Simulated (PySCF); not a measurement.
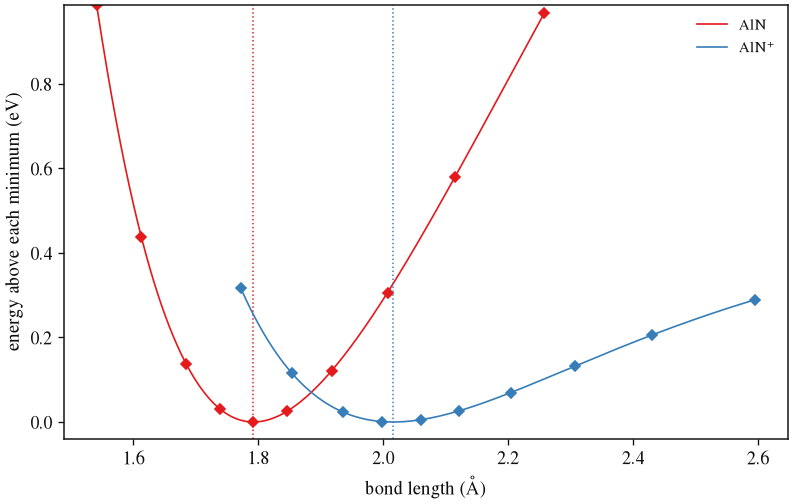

Bond curves of AlN, triplet (excess alpha electrons: σ +1, πx +1) and AlN⁺, quartet (excess alpha electrons: σ +1, πx +1, πy +1), each counted from its own minimum; dotted lines mark the fitted bond lengths. PBE/def2-TZVPPD in PySCF 2.14.0, on the lowest solution that a PBE0 search found for each, one reference determinant (UKS and UKS) with the occupation held, no spin-orbit coupling.

What does removing an electron do to the bond?

Answer. re goes from 1.792 to 2.016 Å (+0.224 Å) and ωe from 755 to 422 cm⁻¹ (−44 %). The electron leaves a π orbital. The bond is strongly polar, so the weakening can come from lost ionic attraction and doesn't show that this orbital is bonding.

And the dissociation energies?

Answer. De is 3.09 eV for AlN and 0.64 eV for AlN⁺, each to its own lowest fragments (Al + N; Al⁺ + N) in their ground configurations, without counterpoise.

Caveats, for all or some of the runs: lowest determinant of a PBE0 search, another state may lie lower.
